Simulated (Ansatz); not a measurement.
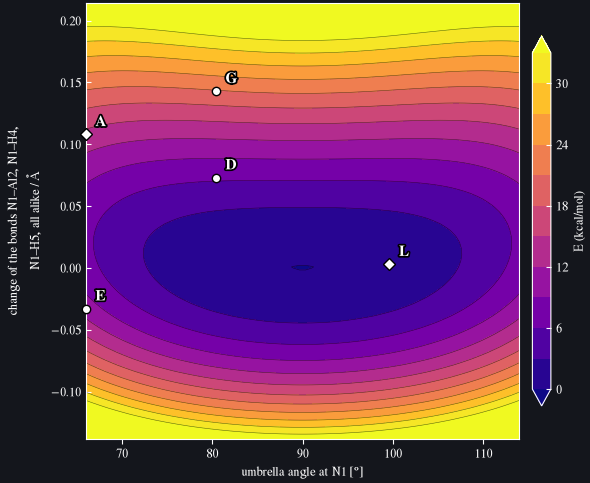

AlH3NO, SMILES [NH2][AlH][O], spin multiplicity 2. First axis: umbrella angle at N1 (between each of its bonds and their common axis; 90 is planar). Second axis: change of the bonds N1–Al2, N1–H4, N1–H5, all alike. Nothing is relaxed (all other coordinates rigid). The grid has 11 × 11 points; 66 points were computed and 55 follow by symmetry. Points are written as (first, second). All energies are given in kcal/mol relative to the lowest grid point. The calculation used Ansatz 0.2.0, UKS PBE0-D4/def2-TZVP.

Drawn: filled contours, one colour for all values above the top of the scale, lettered points. Between grid points the surface is interpolated.

Is D the lowest point of the computed grid?

Answer. No. D lies 6.4 kcal/mol above the lowest grid point, which is at (90.0°, 0.003 Å).

What kind of point is each of D, G: minimum, saddle, maximum or slope?

Answer. D: on a slope; G: on a slope. (In these two coordinates alone; a stationary point may lie a little off the grid point.)
